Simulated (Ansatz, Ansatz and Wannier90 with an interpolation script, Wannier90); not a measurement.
# PtS2 (1T monolayer): what limits a Wannier interpolation of GW

Wanted: errors and cost of interpolated bands of PtS2 (1T monolayer) under coarser or faulty settings.

Calculated with Wannier90 4.0.3; maximally localised Wannier functions from the overlaps of PBEsol states (plane waves, PAW).

### 1. Starting point

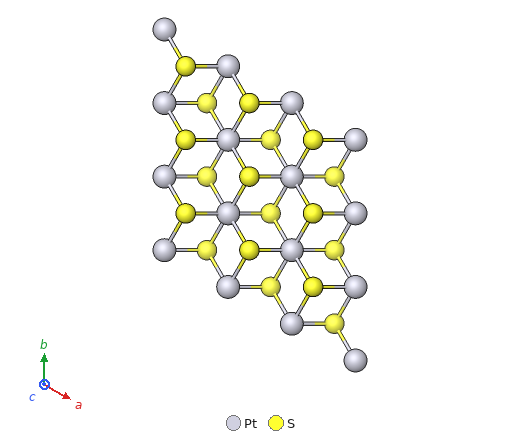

The starting structure, seen from above (platinum light grey, sulfur yellow). 3×3×1 cells are drawn. Some periodic images of atoms are drawn too.

The cell holds 3 atoms: 1 Pt and 2 S. Cell: a = 3.538 Å, b = 3.538 Å, c = 28.100 Å, α = 90.0°, β = 90.0°, γ = 120.0°. Vacuum lies along c.

Coordinates:

```cif
data_structure
_symmetry_space_group_name_H-M 'P 1'
_symmetry_Int_Tables_number 1
_cell_length_a 3.5377
_cell_length_b 3.5377
_cell_length_c 28.1000
_cell_angle_alpha 90.000
_cell_angle_beta 90.000
_cell_angle_gamma 120.000
_cell_volume 304.56
loop_
_atom_site_label
_atom_site_type_symbol
_atom_site_fract_x
_atom_site_fract_y
_atom_site_fract_z
_atom_site_occupancy
Pt1 Pt 0.00000 0.00000 0.50000 1
S2 S 0.33333 0.66667 0.54324 1
S3 S 0.66667 0.33333 0.45676 1
```

The structure was relaxed with PBEsol. The structure was generated from a model, not taken from a measurement. The runs that relaxed it are not among those shown. Spin-orbit coupling is left out unless a step names it.

### 2. Wannier model on 24×24×1, by Wannier90

Localised functions give a small Hamiltonian that interpolates between mesh points at no cost.

Input file w.win:

```
num_iter = 1200
conv_tol = 1.0e-8
conv_window = 5
dis_num_iter = 4000
dis_conv_tol = 1.0e-8
dis_mix_ratio = 0.7
write_hr = true
use_ws_distance = false
num_print_cycles = 50
! ansatz wannier90 interface
! projections by site (counted from 0) and shell: 0 5D, 1 3P, 2 3P
! states of the run's bands (counted from 1): 1-17
num_bands = 17
num_wann  = 11
dis_win_min = -13.1
dis_win_max = -1.07
dis_froz_min = -13.1
dis_froz_max = -4.07
guiding_centres = true
shell_list = 4 1

begin unit_cell_cart
Ang
        3.537675821996538                      0.0                      0.0
       -1.768837910998269        3.063717132202998                      0.0
                      0.0                      0.0                     28.1
end unit_cell_cart

begin atoms_frac
Pt                       0.0                      0.0                      0.5
S         0.3333333333333333       0.6666666666666666             0.5432417398
S         0.6666666666666666       0.3333333333333333             0.4567582602
end atoms_frac

mp_grid = 24 24 1

[... the mesh's points ...]
```

On the command line:

```sh
> OMP_NUM_THREADS=1 mpirun -n 8 wannier90.x w > wannier90.x.log
```

Numbers of over 12 decimals in the logs are rounded to 6 here.

What it wrote:

```text
TEM
                                    ------

                              Lattice Vectors (Ang)
                    a_1     3.537676   0.000000   0.000000
                    a_2    -1.768838   3.063717   0.000000
                    a_3     0.000000   0.000000  28.100000

                   Unit Cell Volume:     304.56011  (Ang^3)

                        Reciprocal-Space Vectors (Ang^-1)
                    b_1     1.776077   1.025419  -0.000000
                    b_2     0.000000   2.050837   0.000000
                    b_3     0.000000  -0.000000   0.223601

 *----------------------------------------------------------------------------*
 |   Site       Fractional Coordinate          Cartesian Coordinate (Ang)     |
 +----------------------------------------------------------------------------+
 | pt   1   0.00000   0.00000   0.50000   |    0.00000   0.00000  14.05000    |
 | s    1   0.33333   0.66667   0.54324   |   -0.00000   2.04248  15.26509    |
 | s    2   0.66667   0.33333   0.45676   |    1.76884   1.02124  12.83491    |
 *----------------------------------------------------------------------------*
                                ------------
                                K-POINT GRID
                                ------------

             Grid size = 24 x 24 x  1      Total points =  576

 *---------------------------------- MAIN ------------------------------------*
 |  Number of Wannier Functions               :                11             |
 |  Number of Objective Wannier Functions     :                11             |
 |  Number of input Bloch states              :                17             |
 |  Output verbosity (1=low, 5=high)          :                 1             |
 |  Timing Level (1=low, 5=high)              :                 1             |
 |  Optimisation (0=memory, 3=speed)          :                 3             |
 |  Length Unit                               :               Ang             |
 |  Post-processing setup (write *.nnkp)      :                 F             |
 |  Using Gamma-only branch of algorithms     :                 F             |
 *----------------------------------------------------------------------------*
 *------------------------------- WANNIERISE ---------------------------------*
 |  Total number of iterations                :              1200             |
 |  Number of CG steps before reset           :                 5             |
 |  Trial step length for line search         :             2.000             |
 |  Convergence tolerence                     :         0.100E-07             |
 |  Convergence window                        :                 5             |
 |  Iterations between writing output         :                50             |
 |  Iterations between backing up to disk     :               100             |
[...]
Sum of centres and spreads (  5.306514,  9.191151, 14.050000 )    17.59033117

[...]
Sum of centres and spreads (  5.306514,  9.191151, 42.150000 )    17.59032421

[...]
Sum of centres and spreads (  5.306514,  9.191151, 70.250000 )    17.59031002

[...]
Sum of centres and spreads (  5.306514,  9.191151, 70.250000 )    17.59030541

[...]
Sum of centres and spreads (  5.306514,  9.191151, 42.150000 )    17.59030140

[...]
Cycle:   1000
[...]
Sum of centres and spreads (  5.306514,  9.191151,-70.250000 )    17.59029973

   1000    -0.844E-07     0.0001724567       17.5902997286      11.95  <-- CONV
        O_D=      0.0069766 O_OD=      0.8109641 O_TOT=     17.5902997 <-- SPRD
 Delta: O_D= -0.8852693E-07 O_OD=  0.4129683E-08 O_TOT= -0.8439725E-07 <-- DLTA
[...]
Cycle:   1050
[...]
Sum of centres and spreads (  5.306514,  9.191151, 14.050000 )    17.59029326

   1050    -0.176E-07     0.0002165617       17.5902932646      12.54  <-- CONV
        O_D=      0.0069716 O_OD=      0.8109626 O_TOT=     17.5902933 <-- SPRD
 Delta: O_D= -0.7311735E-08 O_OD= -0.1025603E-07 O_TOT= -0.1756776E-07 <-- DLTA
 ------------------------------------------------------------------------------

             <<<     Delta < 1.000E-08  over  5 iterations     >>>
             <<< Wannierisation convergence criteria satisfied >>>

 Final State
[...]
WF centre and spread    7  ( -0.000000,  2.102110,-12.942992 )     1.96011128
  WF centre and spread    8  ( -0.000000,  1.981431,-12.942850 )     1.95976375
[...]
WF centre and spread   10  (  1.768838,  0.961607, 12.942992 )     1.96011128
  WF centre and spread   11  (  1.768838,  1.082286, 12.942850 )     1.95976375
  Sum of centres and spreads (  5.306514,  9.191151, 14.050000 )    17.59029210

         Spreads (Ang^2)       Omega I      =    16.772359035
        ================       Omega D      =     0.006970606
                               Omega OD     =     0.810962463
    Final Spread (Ang^2)       Omega Total  =    17.590292104
 ------------------------------------------------------------------------------

 Writing checkpoint file w.chk... done

 *---------------------------------------------------------------------------*
 |                               PLOTTING                                    |
 *---------------------------------------------------------------------------*

 *===========================================================================*
 |                             TIMING INFORMATION                            |
 *===========================================================================*
 |    Tag                                                Ncalls      Time (s)|
 |---------------------------------------------------------------------------|
 |kmesh: get                                        :         1         0.162|
 |overlap: read                                     :         1         1.104|
 |dis: main                                         :         1         0.072|
 |wann: main                                        :         1        12.974|
 |plot: main                                        :         1         0.144|
 *---------------------------------------------------------------------------*
 All done: wannier90 exiting
```

The job ended after 16 s (8 MPI ranks of Arm Neoverse V1, shared host; 2 min of CPU time).

Numbers from this step:

```yaml
gauge_invariant_spread: 16.77 Å²
diagonal_spread: 0.006971 Å²
off_diagonal_spread: 0.8110 Å²
total_spread: 17.59 Å²
disentanglement_steps: 3
r_m_s_interpolation_error: 1.17e-5 eV
r_m_s_error_near_the_gap: 1.29e-5 eV
```

Near the gap the model misses directly solved bands by 0.0 meV r.m.s. and by 0 meV at most in the window tested. This tests the starting bands, not the corrections carried with them.

### 3. Wannier model on 24×24×1, by the program's own minimiser

This step: maximally localised Wannier functions, PBEsol, plane waves, PAW.

Input file input.yaml:

```yaml
crystal:
  lattice:
    - [3.537675822, 0.0, 0.0]
    - [-1.768837911, 3.0637171322, 0.0]
    - [0.0, 0.0, 28.1]
  atoms:
    - { symbol: Pt, position: [0.0, 0.0, 0.5] }
    - { symbol: S, position: [0.3333333333, 0.6666666667, 0.5432417398] }
    - { symbol: S, position: [0.6666666667, 0.3333333333, 0.4567582602] }
  periodic: [true, true, false]
kpoints:
  mp_grid: { grid: [12, 12, 1] }
hamiltonian:
  xc: pbesol
scf:
  occupations: { method: fixed }
  n_extra_bands: 149
output:
  wannier:
    kmesh: [24, 24, 1]
    projections: [{ species: Pt, l: d, shell: 5 }, { species: S, l: p, shell: 3 }]
    minimise: true
    write_hr: true
    seedname: w
    conv_tol: 1.0e-06
    max_iter: 20000
    stability_check: false
    disentanglement:
      window: [-13.1, -1.07]
      frozen_window: [-13.1, -4.07]
      conv_tol: 1.0e-08
```

On the command line:

```sh
> ansatz run input.yaml --threads 12 --pin off --max-ram 22118MiB --backend cpu --events-out ev --progress --plain --runs-dir out
```

What it wrote:

```text
scf.n_extra_bands = 149 over 15 filled bands (N_el = 30.0): the run solves 164 bands
Engine: ansatz 0.2.0, aarch64-unknown-linux-gnu
Pseudopotentials: kind: paw
Pseudopotential: Pt, paw, valence charge 18, recommended cutoff 420 eV (normal), Pt.paw.azcp
Pseudopotential: S, paw, valence charge 6, recommended cutoff 420 eV (normal), S.paw.azcp
Functional definition: PBEsol
  exchange = pbesol_x
  correlation = pbesol_c
Crystal: 3 atoms, lattice volume = 304.560 Å³
Basis set: ecut = 420 eV, 5919 PW (Γ)
Bands: 164, of which v1, the nominal top of the filled ones, is band 15 counted from 1 (14 counted from 0)
Symmetry: 12 space group operations
Space group: P-3m1 (ITA 164), of the structure as read, at distance tolerance 6.7e-5 Å
k-points: 19 of 144
Non-local potential: Pt, projectors of the file, l = 0: 3, l = 1: 2, l = 2: 2, l = 3: 1
Non-local potential: S, projectors of the file, l = 0: 2, l = 1: 2, l = 2: 2
PAW form: soft (Blöchl's): semilocal exchange-correlation on the pseudo side does not see the compensation charge
PAW frozen core: Pt, regenerated for the run's functional, and the local potential with it (the file was generated under x = pbe(κ = 0.804, μ = 0.219515), c = pbe(β = 0.066725))
PAW frozen core: S, regenerated for the run's functional, and the local potential with it (the file was generated under x = pbe(κ = 0.804, μ = 0.219515), c = pbe(β = 0.066725))
PAW one-centre angular grid: Pt, 590 points (default); XC on 64 Gauss nodes
PAW one-centre angular grid: S, 110 points (default); XC on 64 Gauss nodes
[...]
SCF converged after 7 iterations
Free energy (F): -14154.818583 eV
Harris-Foulkes:  -14154.818583 eV  (|F-HF|=1.64e-8)
Internal energy: -14154.818583 eV  (E = F + TS)
E sigma→0 (E₀):  -14154.818583 eV
Fermi energy:    -6.348494 eV
--- Per-component energies (eV) ---
  E_band       = -810.920392
  E_kinetic    = 850.374388
  E_local      = -47274.696472  (includes V_loc(G=0)·N_el)
  E_nonlocal   = 258.606358
  E_hartree    = 23065.961430
  E_xc         = -452.278532
  E_vxc        = -476.710752  (∫ρ·V_xc dr)
  E_paw        = -10484.043026  (= ΣΔE_a)
  E_vpaw       = -300.426326  (= ΣTr[D̂ρ^β])
  E_aug_tail   = 0.000181  (compensation charges beyond the density's cutoff)
  E_ewald      = 19880.846211
  E_core_change = 0.410880  (= ΣΔE_core)
  E_smearing   = -0.000000  (= −TS)
  E_closure    = -0.000000  (closes the sum)
  Σ components = -14154.818583   (vs F -14154.818583, Δ=0.00e0)
--- Band table (eV; the first three rows and the last of 19) ---
  k-point 0: bands = [... 11 lower, -7.1430, -7.0706, -6.6420, -6.6420, -3.0320, -3.0320, -0.8466 (-0.8471°), -0.6583 (-0.6590°), ... 145 higher]
  k-point 1: bands = [... 11 lower, -7.5664, -6.9263, -6.5984, -6.4456, -3.4939, -3.1606, -0.6369 (-0.6377°), -0.4017 (-0.4040°), ... 145 higher]
  k-point 2: bands = [... 11 lower, -8.1256, -6.6294, -6.5790, -6.3798, -4.2856, -3.3977, -0.1514 (-0.1534°), 0.0075 (0.0029°), ... 145 higher]
  k-point 18: bands = [... 11 lower, -8.9536, -8.7036, -7.0952, -7.0952, -4.1725, -4.1725, 0.6113, 2.6438, ... 145 higher]
  ° read free of the cell's end (the report's vacuum.weakly_bound_levels)
  °? not known for the slab's own: over its row's bound_up_to_ev there, or no deeper under its free states than its continued_xc_part_ev in size
Wannier search: line search 1 of at most 20000: gauge-dependent spread (as the search counts it) 0.9974759 Å², largest recent change 7.4e-2 Å² against conv_tol 1.0e-6 Å², 0 stops escaped
```

The job ended after 95 s (12 threads; peak memory 9.9 GiB).

In the SCF lines HF is the Harris–Foulkes energy and dr2 the Hartree energy of the density residual, in eV; the loop may stop once dr2 is under the threshold and the program's other checks hold. Hψ counts applications of the Hamiltonian.

Numbers from this step:

```yaml
gauge_invariant_spread: 16.77 Å²
diagonal_spread: 0.007039 Å²
off_diagonal_spread: 0.8111 Å²
total_spread: 17.59 Å²
least_projectability: 0.5448
localisation_steps: 62
disentanglement_steps: 3
r_m_s_interpolation_error: 6.90e-6 eV
r_m_s_error_near_the_gap: 7.03e-6 eV
```

Near the gap the model misses directly solved bands by 0.0 meV r.m.s. and by 0 meV at most in the window tested. This tests the starting bands, not the corrections carried with them.

Frozen up to 2.28 eV; above it the model need not follow the bands. The electronic bands at the labelled points (eV, zero at the valence-band top; v1 is the highest filled band, c1 the lowest empty one):

| point | v4 | v3 | v2 | v1 | c1 | c2 |
| --- | --- | --- | --- | --- | --- | --- |
| Γ | -0.79 | -0.72 | -0.29 | -0.29 | 3.32 | 3.32 |
| M | -2.22 | -2.12 | -1.75 | -1.44 | 2.91 | 3.08 |
| K | -2.61 | -2.36 | -0.75 | -0.75 | 2.18 | 2.18 |
| Γ | -0.79 | -0.72 | -0.29 | -0.29 | 3.32 | 3.32 |

The same for Kohn-Sham, solved directly:

| point | v4 | v3 | v2 | v1 | c1 | c2 |
| --- | --- | --- | --- | --- | --- | --- |
| Γ | -0.79 | -0.72 | -0.29 | -0.29 | 3.32 | 3.32 |
| M | -2.22 | -2.12 | -1.75 | -1.44 | 2.91 | 3.08 |
| K | -2.61 | -2.36 | -0.75 | -0.75 | 2.18 | 2.18 |
| Γ | -0.79 | -0.72 | -0.29 | -0.29 | 3.32 | 3.32 |

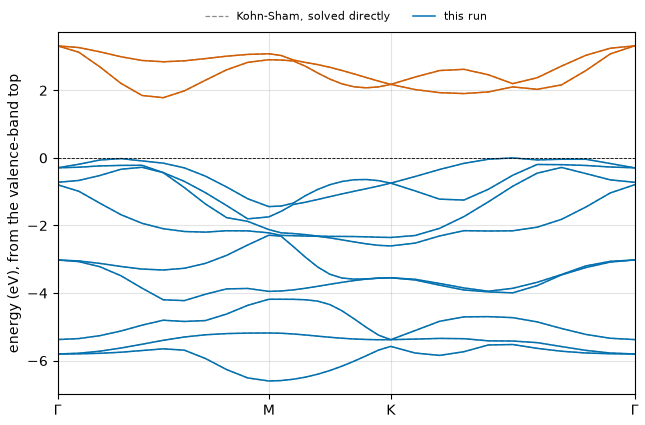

Electronic bands along the path; lines of filled and empty bands in two colours; dashed: Kohn-Sham, solved directly.

(Continued in part 2 of 2.)

[Paths, hosts, dates, memory and timing lines, banners, echoed tables and standing remarks are left out of the program output.]

[Logs are printed without paths, hosts, clocks, repeated set-up lines and the standing remarks that a program may print on its own settings, such as how far it seeks lower states.]

[Runs of the session that timed out or met a known fault of the program may be left out.]

[Hosts, paths, dates, database ids (printed as entryN), source tags and the programs' standing remarks are cut or masked in the printed files.]
